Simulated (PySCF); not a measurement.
C6H7B, SMILES `Bc1ccccc1`.

Computed with PySCF, HF/def2-SVP, geometry: GFN2-xTB. This is a single-reference result, which may miss multireference character in this system. No frequency check shows the geometry to be a minimum.

Cartesian coordinates (Å):

```
B1      -2.5586    0.0001    0.0000
C2      -1.0144   -0.0000    0.0000
C3      -0.2802    1.1951    0.0000
C4       1.1014    1.1987    0.0000
C5       1.7971    0.0000    0.0000
C6       1.1013   -1.1988    0.0000
C7      -0.2802   -1.1951    0.0000
H8      -3.1455   -1.0116    0.0000
H9      -3.1454    1.0117    0.0000
H10     -0.8135    2.1351    0.0000
H11      1.6420    2.1347    0.0000
H12      2.8778   -0.0000    0.0000
H13      1.6419   -2.1347    0.0000
H14     -0.8136   -2.1351    0.0000
```

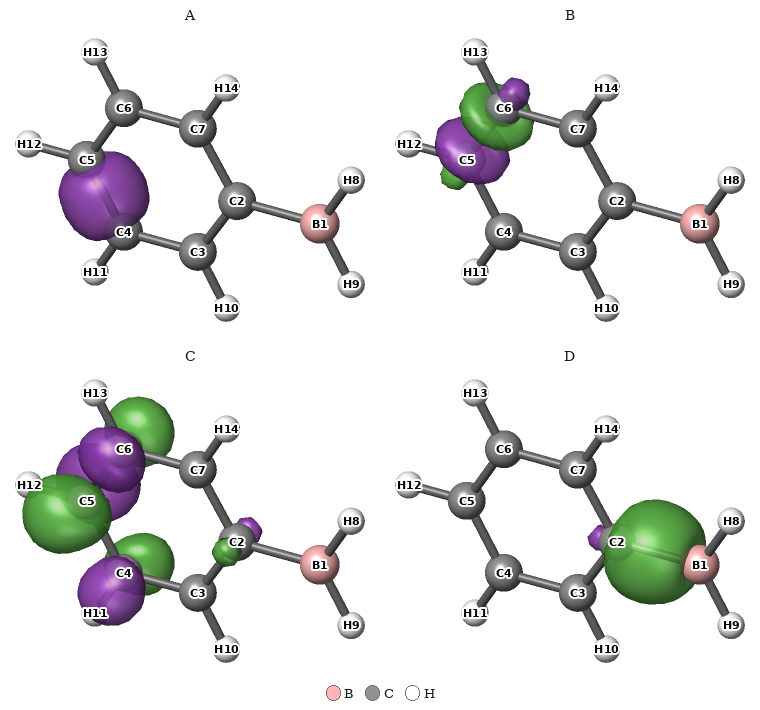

Intrinsic bond orbitals (IBO), occupied and valence-virtual; each surface holds about 70 % of the orbital's density. Energies are diagonal elements of the Fock matrix.

Name the orbitals, with their atomic make-up and energies.

By panel:
- A: σ bond C5–C4 (C5 50 %, C4 49 %; −22.5 eV)
- B: σ* orbital C6–C5 (C6 50 %, C5 49 %; 22.6 eV)
- C: delocalised π* orbital mainly over C5, C4 and C6 (C5 52 %, C4 21 %, C6 21 %; 7.4 eV)
- D: σ bond C2–B1 (C2 60 %, B1 39 %; −17.5 eV)

How do all the valence pairs divide up?

17 pairs: 14 σ bonds and 3 delocalised π orbitals.

The PySCF run took 3.6 s on 1 thread of AMD EPYC 7R43 64-Core Processor (Zen 3) (shared host), peak memory 0.2 GiB.
